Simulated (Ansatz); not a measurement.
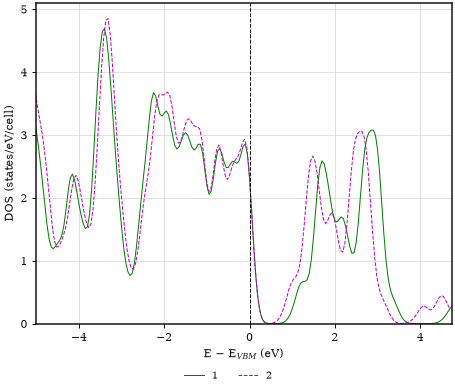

Total densities of states of PtSeO (slab), 3 atoms in the cell, 1T monolayer (Janus) type, by two methods on the same cell. The curves are built from the levels of the k mesh with Gaussians 0.3 eV wide, which also blur the band edges. Each is counted from its own valence-band top.

Q: Which curve is which? The methods: r2SCAN, PBE.

A: 1 is r2SCAN; 2 is PBE. r2SCAN gives a gap of 1.02 eV and PBE gives a gap of 0.82 eV.

Settings. r2SCAN: DFT, r2SCAN, plane waves, PAW, no spin polarisation, 12×12×1 k mesh, 500 eV cutoff (Ansatz). PBE: DFT, PBE, plane waves, PAW, no spin polarisation, 12×12×1 k mesh, 420 eV cutoff, Fermi-Dirac smearing of 0.02 eV (Ansatz 0.2.0).

Spin-orbit coupling is left out, which matters for Pt.
